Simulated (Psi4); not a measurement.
# One shape, several levels: triplet AlGeH4Cl

We compute a comparison of 3 runs (U-wB97M-V/def2-SVP, UB2PLYP/def2-SVP, UOMP2/def2-SVP) of triplet AlGeH4Cl. 

Program for the calculation: Psi4 1.11.

## (1) The structure to begin with

The species is AlGeH4Cl (7 atoms), meant as a triplet with charge 0. SMILES of the parent species: `[Cl][AlH][GeH3]`. The shape is that of a PBE0-D4/def2-TZVP optimisation. That shape belongs to the parent species and isn't relaxed for this state.

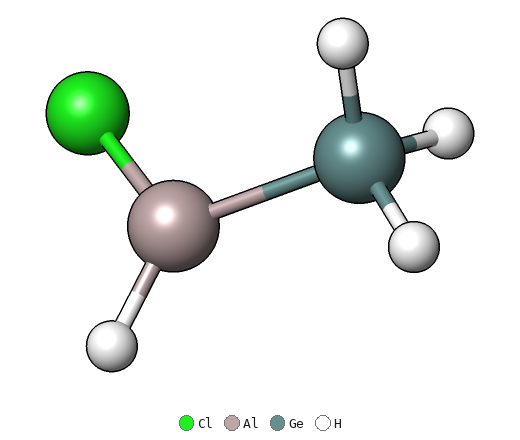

The structure, seen from a chosen angle (chlorine green, aluminium light grey, germanium teal, hydrogen white).

## (2) The energy at U-wB97M-V/def2-SVP (run 1)

Input file alclgeh4.xyz:

```xyz
7
AlClGeH4
Cl    -2.499300    -1.527200    -0.126900
Al    -0.425400    -1.314700     0.144500
Ge     0.501100     0.959800    -0.093300
H      0.379500    -2.632000     0.480000
H      0.225700     1.522500    -1.499900
H     -0.144000     1.926400     0.916800
H      2.023700     0.997300     0.133100
```

Input file alclgeh4_ase.py:

```python
import numpy as np
from ase.calculators.psi4 import Psi4
from ase.io import read

mol = read('alclgeh4.xyz')
calc = Psi4(atoms=mol, method='wb97m-v', basis='def2-SVP', memory='2200MB', num_threads=1, charge=0, multiplicity=3, label='calc', reference='uks')
calc.psi4.set_options({'puream': True, 'e_convergence': 1e-09, 'd_convergence': 1e-08, 'scf_type': 'pk', 'dft_radial_points': 99, 'dft_spherical_points': 590, 'maxiter': 100})
mol.calc = calc

print(f'energy: {mol.get_potential_energy():.6f} eV')
```

Launch:

```sh
python alclgeh4_ase.py
```

calc.dat:

```text
[...]
  Running in c1 symmetry.
[...]
  Nuclear repulsion =  276.638620203239952
[...]
  Multiplicity = 3
[...]
  Nalpha       = 34
  Nbeta        = 32
[...]
    Number of basis functions: 88
[...]
   @UKS iter   1: -2779.75932173564888   -2.07289e+00   2.70482e-02 ADIIS/DIIS
[...]
   @UKS iter  17: -2781.28312546230427   -1.86446e-11   9.39576e-09 DIIS
[...]
   @S^2 Observed:                2.004110167E+00
[...]
    Orbital Energies [Eh]
    ---------------------
    Alpha Occupied:
       1A   -399.355284     2A   -101.823926     3A    -56.319863
       4A    -50.104069     5A    -44.524546     6A    -44.522162
       7A    -44.521927     8A     -9.625190     9A     -7.333814
      10A     -7.330847    11A     -7.329232    12A     -6.450237
      13A     -4.591952    14A     -4.584723    15A     -4.583974
      16A     -4.312908    17A     -2.831438    18A     -2.830536
      19A     -2.827301    20A     -1.385192    21A     -1.383262
      22A     -1.383197    23A     -1.376749    24A     -1.376560
      25A     -0.921106    26A     -0.719935    27A     -0.540422
      28A     -0.479634    29A     -0.476585    30A     -0.450042
      31A     -0.438208    32A     -0.424756    33A     -0.396082
      34A     -0.196928
[...]
  @UKS Final Energy: -2781.28312546230427
   => Energetics <=
    Nuclear Repulsion Energy =            276.6386202032399524
    One-Electron Energy =               -4419.3141505010362380
    Two-Electron Energy =                1460.9139248246540319
    DFT Exchange-Correlation Energy =     -99.7951251419220995
    Empirical Dispersion Energy =           0.0000000000000000
    VV10 Nonlocal Energy =                  0.2736051527599117
    Total Energy =                      -2781.2831254623047244
[...]
 Multipole Moments:
 ------------------------------------------------------------------------------------
     Multipole            Electronic (a.u.)      Nuclear  (a.u.)        Total (a.u.)
 ------------------------------------------------------------------------------------
 L = 1.  Multiply by 2.5417464519 to convert [e a0] to [Debye]
 Dipole X            :          3.6955280           -2.8520298            0.8434982
 Dipole Y            :          6.4364456           -5.5384974            0.8979482
 Dipole Z            :         -0.5133945            0.4896396           -0.0237548
 Magnitude           :                                                    1.2322194
[...]
```

The script printed:

```text
energy: -75682.568770 eV
```

Run time: 3.2 min. Hardware: 1 thread of AMD EPYC 7R43 (Zen 3), shared host; peak memory 1.3 GiB.

## (3) A single-point energy at UB2PLYP/def2-SVP (density fitting for correlation) (run 2)

Input file alclgeh4.py:

```python
import psi4

psi4.set_memory('2200 MB')
psi4.set_num_threads(1)
psi4.set_output_file('run.log', False)

molecule = psi4.geometry("""
0 3
Cl    -2.499300    -1.527200    -0.126900
Al    -0.425400    -1.314700     0.144500
Ge     0.501100     0.959800    -0.093300
H      0.379500    -2.632000     0.480000
H      0.225700     1.522500    -1.499900
H     -0.144000     1.926400     0.916800
H      2.023700     0.997300     0.133100
units angstrom
symmetry c1
""")

psi4.set_options({
    'reference': 'uks',
    'puream': True,
    'e_convergence': 1e-09,
    'd_convergence': 1e-08,
    'scf_type': 'pk',
    'dft_radial_points': 99,
    'dft_spherical_points': 590,
    'num_frozen_docc': 19,
    'maxiter': 100,
})

E, wfn = psi4.energy('b2plyp/def2-SVP', return_wfn=True)
print(f'b2plyp/def2-SVP energy: {E:.10f} Eh')
for k, v in sorted(psi4.core.scalar_variables().items()):
    print(f'{k:45s} {v:18.10f}')
```

Launch:

```sh
python alclgeh4.py
```

run.log:

```text
[...]
  Running in c1 symmetry.
[...]
  Nuclear repulsion =  276.638620203239952
[...]
  Multiplicity = 3
[...]
  Nalpha       = 34
  Nbeta        = 32
[...]
    Number of basis functions: 88
[...]
   @UKS iter   1: -2779.14666482803523   -2.18190e+00   2.64975e-02 ADIIS/DIIS
[...]
   @UKS iter  17: -2780.66052434857647   -9.09495e-12   9.35306e-09 DIIS
[...]
   @S^2 Observed:                2.005497856E+00
[...]
    Orbital Energies [Eh]
    ---------------------
    Alpha Occupied:
       1A   -401.478204     2A   -102.859442     3A    -57.070296
       4A    -50.803048     5A    -45.158010     6A    -45.155399
       7A    -45.155206     8A     -9.893300     9A     -7.537608
      10A     -7.534893    11A     -7.533964    12A     -6.674322
      13A     -4.771829    14A     -4.763607    15A     -4.762923
      16A     -4.474114    17A     -2.933488    18A     -2.932828
      19A     -2.928297    20A     -1.446686    21A     -1.445460
      22A     -1.444578    23A     -1.437986    24A     -1.437774
      25A     -0.913165    26A     -0.688692    27A     -0.503153
      28A     -0.444671    29A     -0.444167    30A     -0.411596
      31A     -0.404527    32A     -0.384120    33A     -0.362652
      34A     -0.164790
[...]
  @UKS Final Energy: -2780.66052434857647
   => Energetics <=
    Nuclear Repulsion Energy =            276.6386202032399524
    One-Electron Energy =               -4419.7108306005602572
    Two-Electron Energy =                1423.0725662903612374
    DFT Exchange-Correlation Energy =     -60.6608802416174058
    Empirical Dispersion Energy =           0.0000000000000000
    VV10 Nonlocal Energy =                  0.0000000000000000
    Total Energy =                      -2780.6605243485764731
[...]
 Multipole Moments:
 ------------------------------------------------------------------------------------
     Multipole            Electronic (a.u.)      Nuclear  (a.u.)        Total (a.u.)
 ------------------------------------------------------------------------------------
 L = 1.  Multiply by 2.5417464519 to convert [e a0] to [Debye]
 Dipole X            :          3.7565187           -2.8520298            0.9044889
 Dipole Y            :          6.5461964           -5.5384974            1.0076990
 Dipole Z            :         -0.5226983            0.4896396           -0.0330587
 Magnitude           :                                                    1.3544927
[...]
```

The script printed:

```text
b2plyp/def2-SVP energy: -2780.8012698866 Eh
B2PLYP DOUBLE-HYBRID CORRECTION ENERGY             -0.1407455380
B2PLYP TOTAL ENERGY                             -2780.8012698866
CURRENT ENERGY                                  -2780.8012698866
CURRENT REFERENCE ENERGY                        -2780.6605243486
DD SOLVATION ENERGY                                 0.0000000000
DFT FUNCTIONAL TOTAL ENERGY                     -2780.6605243486
DFT TOTAL ENERGY                                -2780.8012698866
DFT VV10 ENERGY                                     0.0000000000
DFT XC ENERGY                                     -60.6608802416
DOUBLE-HYBRID CORRECTION ENERGY                    -0.1407455380
GRID ELECTRONS ALPHA                               33.9999994971
GRID ELECTRONS BETA                                31.9999993466
GRID ELECTRONS TOTAL                               65.9999988436
NUCLEAR REPULSION ENERGY                          276.6386202032
ONE-ELECTRON ENERGY                             -4419.7108306006
PCM POLARIZATION ENERGY                             0.0000000000
PE ENERGY                                           0.0000000000
SCF ITERATION ENERGY                            -2780.6605243486
SCF ITERATIONS                                     17.0000000000
SCF TOTAL ENERGY                                -2780.6605243486
TWO-ELECTRON ENERGY                              1423.0725662904
XC GRID RADIAL POINTS                              99.0000000000
XC GRID SPHERICAL POINTS                          590.0000000000
XC GRID TOTAL POINTS                           387703.0000000000
```

Wall time 25 s (1 thread of AMD EPYC 7R43 (Zen 3), shared host); peak memory 1 GiB.

## (4) A single-point energy at UOMP2/def2-SVP (density fitting for correlation) (run 3)

Input file calc.dat:

```
memory 2200 MB

molecule molecule1 {
  0 3
  Cl
  Al 1 2.10235
  Ge 2 2.467448 1 116.81684
  H 2 1.57978 1 116.47063 3 -179.98333
  H 3 1.539805 2 110.96145 4 120.14958
  H 3 1.539731 5 107.15321 2 -121.30659
  H 3 1.539797 6 107.61051 5 115.45923
  symmetry c1
  no_reorient
  no_com
}

set basis def2-SVP
set reference uhf
set puream true
set e_convergence 1e-09
set d_convergence 1e-08
set scf_type pk
set num_frozen_docc 19
set maxiter 100

E, wfn = energy("omp2", return_wfn=True)
print_variables()
```

Launch:

```sh
psi4 -n 1 calc.dat calc.out
```

calc.out (excerpt; [...] marks lines left out):

```text
[...]
  Running in c1 symmetry.
[...]
  Nuclear repulsion =  276.638634819285130
[...]
  Multiplicity = 3
[...]
  Nalpha       = 34
  Nbeta        = 32
[...]
    Number of basis functions: 88
[...]
   @UHF iter   1: -2777.20079088514285   -2.90971e+00   2.44508e-02 ADIIS/DIIS
[...]
   @UHF iter  19: -2778.54182198859735   -5.91172e-12   6.77572e-09 DIIS
[...]
   @S^2 Observed:                2.007156981E+00
[...]
  @UHF Final Energy: -2778.54182198859735
   => Energetics <=
    Nuclear Repulsion Energy =            276.6386348192851301
    One-Electron Energy =               -4419.7165846078141840
    Two-Electron Energy =                1364.5361277999313643
    Total Energy =                      -2778.5418219885973485
  UHF NO Occupations:
  HONO-2 :   32  A 1.9981961
  HONO-1 :   33  A 1.0000000
[...]
 Multipole Moments:
 ------------------------------------------------------------------------------------
     Multipole            Electronic (a.u.)      Nuclear  (a.u.)        Total (a.u.)
 ------------------------------------------------------------------------------------
 L = 1.  Multiply by 2.5417464519 to convert [e a0] to [Debye]
 Dipole X            :          0.0003847           -0.0013303           -0.0009455
 Dipole Y            :         -6.4874659            5.3002252           -1.1872407
 Dipole Z            :          4.4799603           -3.3100416            1.1699187
 Magnitude           :                                                    1.6668087
[...]
	Warning: cc_lambda option is changed to TRUE
	For this residual convergence, default PCG convergence is:     1.00e-07
[...]
	DF-SCS-MP2 Total Energy (a.u.)     : -2778.94764347486853
	DF-SOS-MP2 Total Energy (a.u.)     : -2778.94129751801120
[...]
	DF-SCS-OMP2 Total Energy (a.u.)    : -2778.95464835554549
	DF-SOS-OMP2 Total Energy (a.u.)    : -2778.91557941001111
	DF-SCS(N)-OMP2 Total Energy (a.u.) : -2778.73908279018542
[...]
	DF-OMP2 Total Energy (a.u.)        : -2778.96898947121599
[...]
```

It took 1.9 min on 1 thread of AMD EPYC 7R43 (Zen 3), shared host; peak memory 0.33 GiB.

## (5) The series

```tsv
run	level	frozen core orbitals	fitting correlation	energy (Eh)	HOMO energy (eV)	LUMO energy (eV)	⟨S²⟩	wall time
1	U-wB97M-V/def2-SVP	0	–	-2781.283125	-5.36	-4.46	2.004	3.2 min
2	UB2PLYP/def2-SVP (density fitting for correlation)	19	density fitting	-2780.801270	-4.48	–	2.005	25 s
3	UOMP2/def2-SVP (density fitting for correlation)	19	density fitting	-2778.968989	-5.89	-2.61	2.007	1.9 min
```

## (6) What came out

| quantity | value |
| --- | --- |
| run 3: total energy | -2778.96899 Eh |
| run 3: HOMO energy (Hartree–Fock orbitals) (highest over α and β) | -5.89 eV |
| run 3: LUMO energy (Hartree–Fock orbitals) (lowest over α and β) | -2.61 eV |
| run 3: correlation energy (19 core orbitals frozen) | -427.2 mEh |
| run 3: ⟨S²⟩ of the reference determinant | 2.007 |

Totals of different functionals can't be ranked against each other. All runs together took 5.5 min, the longest 3.2 min.
